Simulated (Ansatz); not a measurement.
# GeSiNH7 (SMILES [SiH3][NH][GeH3]): CAM-B3LYP/def2-SVP

What is the electronic atomisation energy of GeSiNH7 at CAM-B3LYP/def2-SVP? 

The calculation is run with Ansatz 0.2.0.

37 further runs of the same task are left out: 37 set aside as unsound or not needed.

### Step 1. Starting point

GeSiNH7 has 10 atoms, charge 0, and is taken as a singlet. As SMILES, `[SiH3][NH][GeH3]`. The coordinates come from a PBE0-D4/def2-TZVP relaxation.

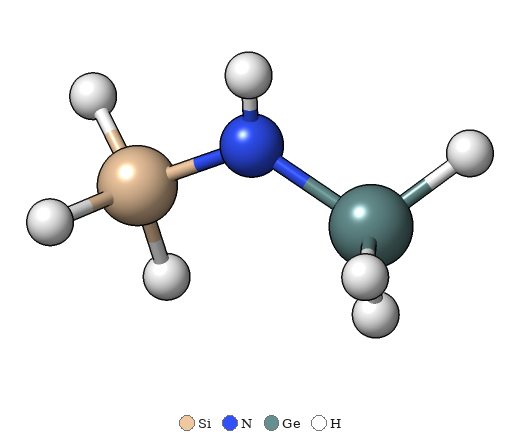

Viewed from a chosen angle; silicon light orange, nitrogen blue, germanium teal, hydrogen white.

### Step 2. A single-point energy at CAM-B3LYP/def2-SVP

Input file molecule.yaml:

```yaml
crystal:
  periodic: [false, false, false]
  atoms:
    - {symbol: Si, position_ang: [-1.146800, 0.522200, -0.945600]}
    - {symbol: "N", position_ang: [0.461400, 0.319100, -0.375700]}
    - {symbol: Ge, position_ang: [1.020100, -0.675800, 1.066200]}
    - {symbol: H, position_ang: [-1.923700, -0.668500, -0.512900]}
    - {symbol: H, position_ang: [-1.160200, 0.627200, -2.430500]}
    - {symbol: H, position_ang: [-1.835500, 1.735800, -0.416100]}
    - {symbol: H, position_ang: [1.159100, 0.952900, -0.736500]}
    - {symbol: H, position_ang: [-0.018900, -1.787400, 1.262400]}
    - {symbol: H, position_ang: [1.119900, 0.180400, 2.345600]}
    - {symbol: H, position_ang: [2.407800, -1.257200, 0.745900]}
basis:
  gaussian:
    orbitals: def2-SVP
magnetization:
  spin_polarized: false
hamiltonian:
  xc: {name: CAM-B3LYP}
output: {orbitals: {seedname: orbitals}}
accuracy: high
```

Started as:

```console
ansatz run molecule.yaml --threads 1 --pin off --max-ram 3480MiB --events-out events.jsonl --progress --plain --runs-dir runs
```

The log of the run:

```text
Warning: RAYON_NUM_THREADS=1 ignored (pool sized by the plan → 1); use --threads N
Functional definition: CAM-B3LYP
  name "CAM-B3LYP"
  parameter alpha = 0.19
  parameter beta = 0.46
  parameter omega = 0.33/bohr
  parameter ac = 0.81
  exchange = (1 - alpha - beta)*b88_x + beta*b88_x_sr(omega) + alpha*exact_x + beta*exact_x_lr(omega)
  correlation = (1 - ac)*vwn5_c + ac*lyp_c
2209 factors; integrals over basis functions are off by at most 4.3e-9 eV
456 factors; integrals over basis functions are off by at most 2.3e-9 eV
mean field evaluation 1: about -65987.5986 eV, gradient 4.9e1 eV
mean field evaluation 2: about -65983.8964 eV, gradient 6.3e1 eV
mean field evaluation 4: about -65992.0374 eV, gradient 1.7e0 eV
mean field evaluation 8: about -65992.1461 eV, gradient 7.3e-2 eV
mean field evaluation 16: about -65992.1461 eV, gradient 7.3e-6 eV
mean field -65992.14610054 eV, -2425.1666381117 hartree, gradient 7.2e-8 eV, S^2 0.000000; 0 other end points of the search recorded, 0 dependent functions left out
reference -65992.14612200 eV, -2425.1666389004 hartree; 30, 30 occupied and 69, 69 virtual orbitals, 2209 factors
Total energy: -65992.14612200 eV, -2425.1666389004 hartree
```

It took 11 s on 1 thread of Arm Neoverse V1, shared host; peak memory 0.43 GiB.

### Step 3. The Ge atom, same level

Input file molecule.yaml:

```yaml
crystal:
  periodic: [false, false, false]
  atoms:
    - {symbol: Ge, position_ang: [0.000000, 0.000000, 0.000000]}
basis:
  gaussian: {orbitals: def2-SVP}
magnetization: {spin_polarized: true, initial_magnetization: 2}
hamiltonian: {xc: {name: CAM-B3LYP}}
accuracy: high
```

Run the same way, it converges to -2076.77682 Eh (log not shown).

### Step 4. The H atom

Input file job.yaml:

```yaml
basis:
  gaussian: {orbitals: def2-SVP}
crystal:
  periodic: [false, false, false]
  atoms:
    - {symbol: H, position_ang: [0.000000, 0.000000, 0.000000]}
total_charge: 0
magnetization: {spin_polarized: true, initial_magnetization: 1}
hamiltonian: {xc: {name: CAM-B3LYP}}
accuracy: high
```

Run the same way, it converges to -0.49790 Eh (log not shown).

### Step 5. The N atom

Input file molecule.yaml:

```yaml
basis:
  gaussian: {orbitals: def2-SVP}
crystal:
  periodic: [false, false, false]
  atoms:
    - {symbol: "N", position_ang: [0.000000, 0.000000, 0.000000]}
magnetization: {spin_polarized: true, initial_magnetization: 3}
hamiltonian: {xc: {name: CAM-B3LYP}}
accuracy: high
```

Started as:

```console
ansatz run molecule.yaml --threads 1 --pin off --max-ram 3480MiB --events-out events.jsonl --progress --plain --runs-dir runs
```

The log of the run:

```text
Warning: RAYON_NUM_THREADS=1 ignored (pool sized by the plan → 1); use --threads N
[... 8 set-up lines as earlier in the session ...]
95 factors; integrals over basis functions are off by at most 1.5e-9 eV
55 factors; integrals over basis functions are off by at most 8.7e-10 eV
mean field evaluation 1: about -1483.4071 eV, gradient 3.3e0 eV
mean field evaluation 2: about -1483.4552 eV, gradient 1.2e0 eV
mean field evaluation 4: about -1483.4634 eV, gradient 1.1e-1 eV
mean field evaluation 8: about -1483.4635 eV, gradient 2.7e-6 eV
mean field -1483.46349202 eV, -54.5162778040 hartree, gradient 2.3e-8 eV, S^2 3.752685; 0 other end points of the search recorded, 0 dependent functions left out
reference -1483.46349974 eV, -54.5162780878 hartree; 5, 2 occupied and 9, 12 virtual orbitals, 95 factors
Total energy: -1483.46349974 eV, -54.5162780878 hartree
```

It took 0.38 s on 1 thread of Arm Neoverse V1, shared host.

### Step 6. The Si atom

Input file job.yaml:

```yaml
crystal:
  periodic: [false, false, false]
  atoms:
    - symbol: Si
      position_ang: [0.000000, 0.000000, 0.000000]
basis:
  gaussian: {orbitals: def2-SVP}
magnetization: {spin_polarized: true, initial_magnetization: 2}
hamiltonian: {xc: {name: CAM-B3LYP}}
accuracy: high
```

Run the same way, it converges to -289.27834 Eh (log not shown).

### Step 7. Summary of results

Level: CAM-B3LYP/def2-SVP.

| quantity | value |
| --- | --- |
| molecule: total energy | -2425.16664 Eh |
| molecule: HOMO energy | -8.48 eV |
| molecule: LUMO energy | 1.46 eV |
| molecule: HOMO–LUMO gap | 9.94 eV |
| Ge atom: total energy | -2076.77682 Eh |
| Ge atom: ⟨S²⟩ | 2.003 |
| H atom: total energy | -0.49790 Eh |
| H atom: ⟨S²⟩ | 0.750 |
| N atom: total energy | -54.51628 Eh |
| N atom: ⟨S²⟩ | 3.753 |
| Si atom: total energy | -289.27834 Eh |
| Si atom: ⟨S²⟩ | 2.003 |
| electronic atomisation energy | 30.203 eV |

In words: Taking the molecule apart into free atoms costs 30.20 eV (2914 kJ/mol), before zero-point energy and without spin-orbit coupling.
